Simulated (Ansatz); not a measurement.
```json
{"atom": "Al", "x (Å)": "0.1055", "y (Å)": "0.0772", "z (Å)": "0.4688"}
{"atom": "S", "x (Å)": "1.2695", "y (Å)": "1.9705", "z (Å)": "0.4653"}
{"atom": "C", "x (Å)": "-1.7142", "y (Å)": "0.0569", "z (Å)": "-0.2271"}
{"atom": "O", "x (Å)": "0.7034", "y (Å)": "-1.3477", "z (Å)": "1.2337"}
{"atom": "H", "x (Å)": "1.1401", "y (Å)": "-0.0975", "z (Å)": "-1.7733"}
{"atom": "H", "x (Å)": "0.8580", "y (Å)": "-0.8134", "z (Å)": "-1.8448"}
{"atom": "H", "x (Å)": "2.3805", "y (Å)": "1.4259", "z (Å)": "1.0365"}
{"atom": "H", "x (Å)": "-1.8882", "y (Å)": "0.8503", "z (Å)": "-0.9832"}
{"atom": "H", "x (Å)": "-1.9500", "y (Å)": "-0.9242", "z (Å)": "-0.6906"}
{"atom": "H", "x (Å)": "-2.4443", "y (Å)": "0.2132", "z (Å)": "0.5961"}
{"atom": "H", "x (Å)": "1.5398", "y (Å)": "-1.4112", "z (Å)": "1.7189"}
```

Theory: Ansatz 0.2.0, RKS PBE/def2-SVP.

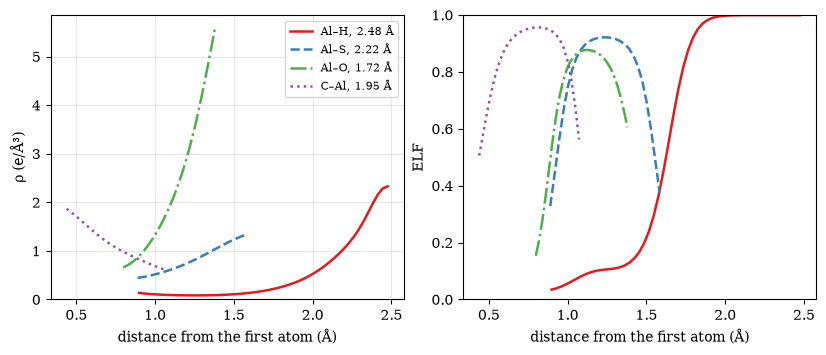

CH₅AlOS···H₂. Electron density and ELF along straight lines between neighbouring atoms. The curves leave out the atomic cores.

> What can be read from the curves?

Al1···H5 (2.48 Å): the density falls to about 0.09 e/Å³ on the way; the ELF climbs to about 1 towards the hydrogen.
Al–S (2.22 Å): ρ at the midpoint is about 0.63 e/Å³; the ELF peaks at about 0.90 in the valence shell of S, 1.0 Å from its nucleus, and is about 0.90 at the midpoint.
Al–O (1.72 Å): the density is about 0.79 e/Å³ at the midpoint; the ELF peaks at about 0.90 in the valence shell of O, 0.6 Å from its nucleus, and is about 0.35 at the midpoint.
C–Al (1.95 Å): the density is about 0.72 e/Å³ at the midpoint; the ELF peaks at about 0.95 between the atoms: a polar covalent bond.
